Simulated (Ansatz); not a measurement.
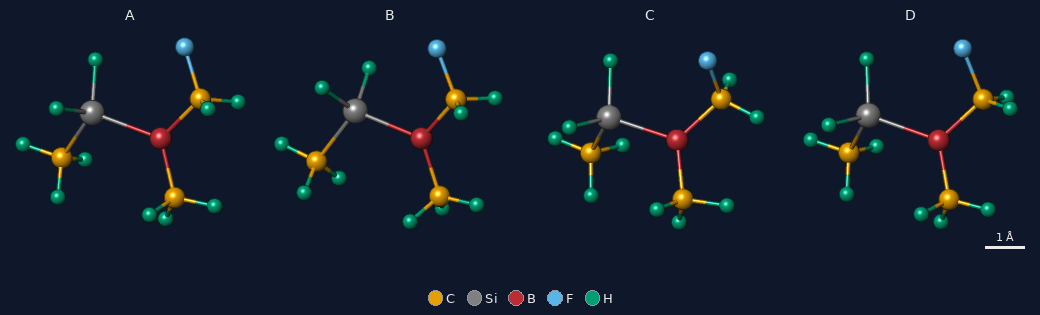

4 geometries from one relaxation of C3H10BFSi, in shuffled order. Style: ball-and-stick. Shown at a tilt.

The run prepares an end point of a later path (torsion) calculation, from a guessed geometry.

The calculation used RKS B3LYP/6-31G* (Ansatz 0.2.0). Set-up: no spin polarisation; force threshold 0.015 eV/Å; at most 40 steps.

**Order the frames from highest to lowest energy.**

C, D, A, B. They are steps 0, 4, 14, 29, at +0.844 eV, +0.138 eV, +0.026 eV relative to the last. Over 26 accepted moves (29 points after the start) the energy falls by 0.844 eV. The largest force component goes from 4.9 to 0.0037 eV/Å. The line search rejected the trial steps at points 6, 9, 20 of the run. The forces were under the threshold at step 24, but the run went on from there. An H atom moves most after the best rigid fit: 1.57 Å. By element the largest moves are H 1.57 Å, C 0.76 Å, F 0.51 Å, Si 0.37 Å, B 0.14 Å. Near-neighbour distances that change, for instance: C–H 1.193 → 1.097 Å, B–Si 1.965 → 2.037 Å, C–H 1.052 → 1.101 Å, C–H 1.126 → 1.096 Å. Bond angles that change, for instance: H–C–H 115.0° → 104.5°, B–C–H 106.9° → 115.6°, H–C–H 115.4° → 107.6°. Groups turn about B–C by about 65°, B–Si by about 60°.
